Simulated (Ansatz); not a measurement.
# Calculations on ZnSiH5OCl

Part 1: Relaxation

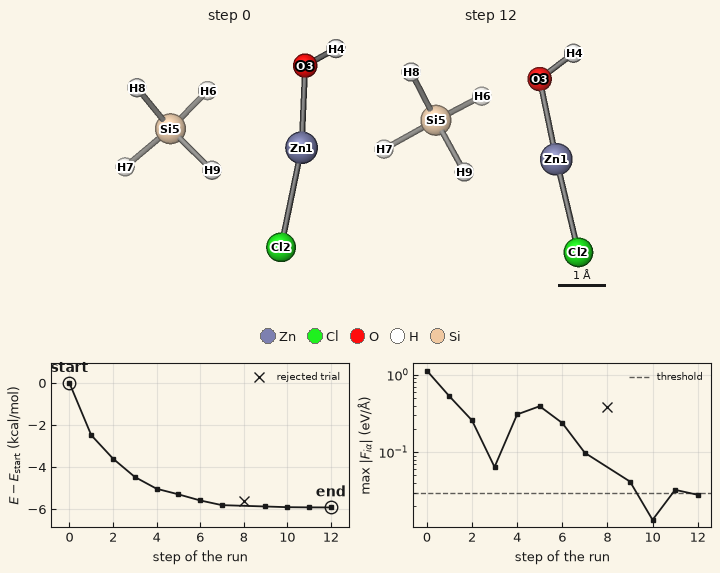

First and last geometry of a relaxation of ZnSiH5OCl, with the history of the run. The picture is a ball-and-stick view, seen at a tilt.

The run prepares an end point of a later path (reaction) calculation, from a guessed geometry.

Level of theory: RKS B3LYP-D4/def2-SVP (Ansatz).

The input:
```yaml
crystal:
  periodic: [false, false, false]
  atoms:
    - { symbol: Zn, position_ang: [0.554487, 0.025146, 0.14939] }
    - { symbol: Cl, position_ang: [1.063918, 0.031528, 2.292388] }
    - { symbol: O, position_ang: [-0.102942, 0.135953, -1.50224] }
    - { symbol: H, position_ang: [0.031617, -0.659329, -2.039224] }
    - { symbol: Si, position_ang: [-2.783191, -0.546709, 1.129136] }
    - { symbol: H, position_ang: [-2.873077, -1.67739, 0.160111] }
    - { symbol: H, position_ang: [-3.571013, -0.877072, 2.35617] }
    - { symbol: H, position_ang: [-3.323194, 0.69724, 0.504839] }
    - { symbol: H, position_ang: [-1.371706, -0.337467, 1.507729] }
basis:
  gaussian: { orbitals: def2-SVP }
hamiltonian:
  xc: b3lyp
  dispersion: d4
relax:
  f_tol: 0.03
  max_steps: 50
```

Run as
```bash
ansatz run input.yaml --threads 2 --pin off --max-ram 3072MiB --backend cpu --events-out ev --progress --plain --runs-dir out
```

**Did the run converge, and what did it change?**

It converged. The energy falls by 5.91 kcal/mol in 11 accepted moves (12 points after the start). The largest force component goes from 1.1 to 0.028 eV/Å. The line search rejected the trial step at point 8 of the run. Cl2 moves most after the best rigid fit: 0.85 Å. By element the largest moves are Cl 0.85 Å, O 0.73 Å, H 0.52 Å, Zn 0.31 Å, Si 0.21 Å. Near-neighbour distances that change, for instance: Zn1–Si5 3.525 → 3.327 Å, Zn1–H9 2.385 → 2.287 Å, Zn1–Cl2 2.203 → 2.113 Å, Si5–H9 1.476 → 1.506 Å. Among the angles between lasting bonds that change: Cl2–Zn1–O3 170.9° → 175.8°, H7–Si5–H9 108.9° → 105.3°, H6–Si5–H8 109.8° → 113.2°. The run took 18 s on 2 threads of AMD EPYC 9R45 96-Core Processor (Zen 5), with other jobs on the host, peak memory 0.27 GiB.

Limits of the set-up: the start holds two separate molecules, 2.4 Å apart at their closest, whose relative position is a soft coordinate.

Part 2: Relaxation

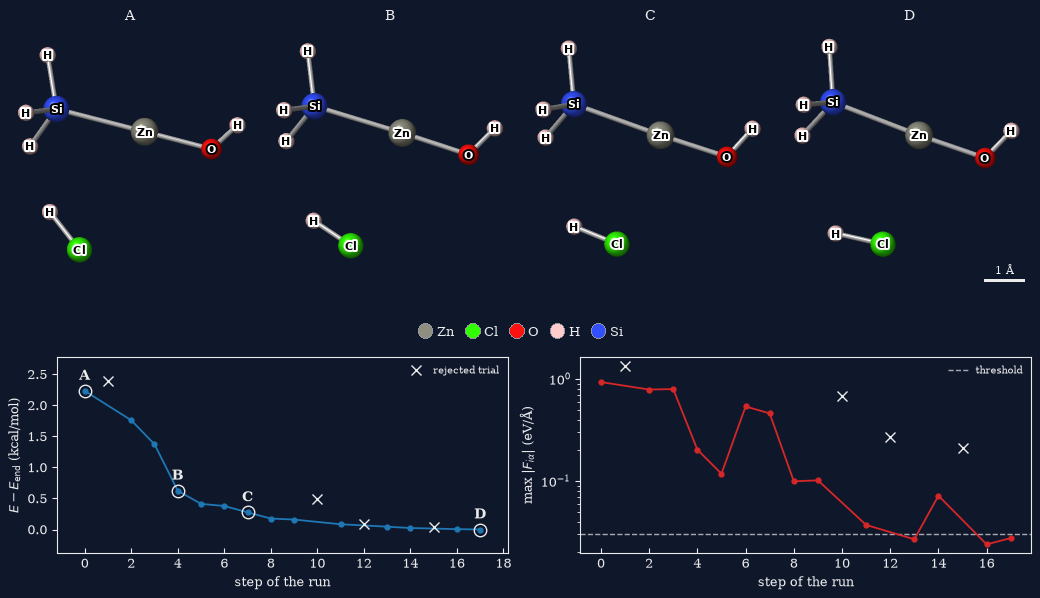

Frames of a relaxation of ZnSiH₅OCl, marked on the history of the run. A ball-and-stick model, seen face on.

The run prepares an end point of a later path (reaction) calculation, from a guessed geometry.

All numbers below come from RKS B3LYP-D4/def2-SVP in Ansatz 0.2.0. (no spin polarisation; force threshold 0.03 eV/Å; at most 50 steps)

Question: What happens along the run?

Answer: The energy falls by 2.23 kcal/mol in 13 accepted moves (17 points after the start). Largest force component: 0.93 eV/Å at the start, 0.028 eV/Å at the end. The line search rejected the trial steps at points 1, 10, 12, 15 of the run. The forces were under the threshold at step 13, but the run went on from there. The atom that moves furthest after the best rigid fit is the Cl atom (0.61 Å). By element the largest moves are Cl 0.61 Å, H 0.58 Å, O 0.36 Å, Zn 0.20 Å, Si 0.19 Å. Some distances before and after: Cl–Zn 3.437 → 2.922 Å, Cl–H 1.337 → 1.293 Å, Si–Zn 2.335 → 2.354 Å, O–Zn 1.786 → 1.792 Å. From step 0 to 4: the Cl atom moves most (0.32 Å), energy −1.61 kcal/mol. From step 4 to 7: Cl and H atoms move most (0.16 Å), energy −0.35 kcal/mol. From step 7 to 17: Cl and H atoms move most (0.20 Å), energy −0.28 kcal/mol.

```
step  E − E(0), kcal/mol  largest force component, eV/Å      note
   0                0.00                         0.9312          
   1                0.17                         1.3476  rejected
   2               -0.47                         0.7865          
   3               -0.86                         0.7946          
   4               -1.61                         0.2028          
   5               -1.82                         0.1177          
   6               -1.85                         0.5372          
   7               -1.96                         0.4597          
   8               -2.06                         0.0993          
   9               -2.07                         0.1014          
  10               -1.74                         0.6779  rejected
  11               -2.15                         0.0371          
  12               -2.15                         0.2671  rejected
  13               -2.19                         0.0268          
  14               -2.21                         0.0718          
  15               -2.20                         0.2113  rejected
  16               -2.23                         0.0239          
  17               -2.23                         0.0276
```

Part 3: Path

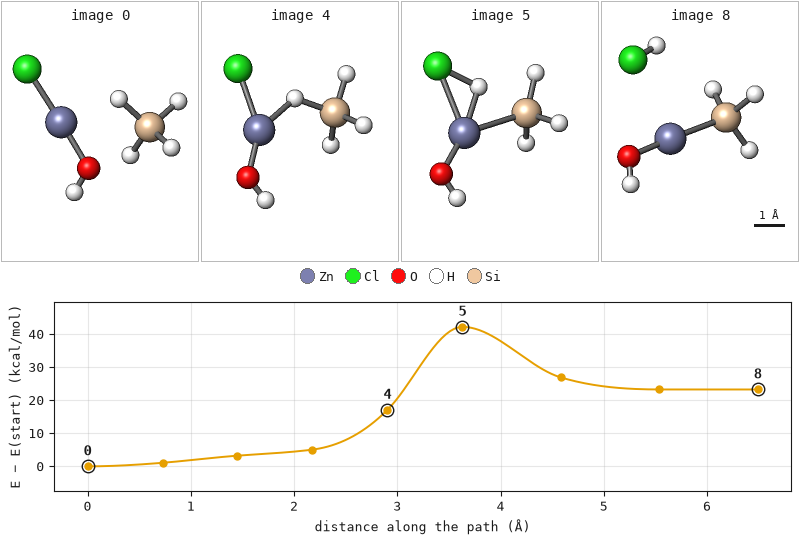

NEB run on ZnSiH5OCl, made up at the start of ZnHOCl and SiH4. Images are numbered from 0 (start) to 8 (end). A ball-and-stick model, seen at a tilt.

Computed with RKS B3LYP-D4/def2-SVP (Ansatz 0.2.0). Set-up: 7 movable images; climbing image; force threshold 0.05 eV/Å; iteration limit 60; starting path through a guess of the saddle point.

Describe the mechanism and the energy profile.

The highest point, image 5, lies 42.2 kcal/mol above the start and 18.9 kcal/mol above the end; the end is at +23.3 kcal/mol relative to the start. Breaking: H–Si (1.51 → 3.35 Å), Cl–Zn (2.11 → 2.92 Å). Forming: Cl–H (3.37 → 1.29 Å), Si–Zn (3.33 → 2.35 Å). The band converged in 30 iterations, with a climbing image at the top. At the top, the vibrational analysis gives one imaginary mode (943i cm⁻¹), as a transition state must have.

Limits of the set-up: the start holds two separate molecules, 2.3 Å apart at their closest, whose relative position is a soft coordinate.
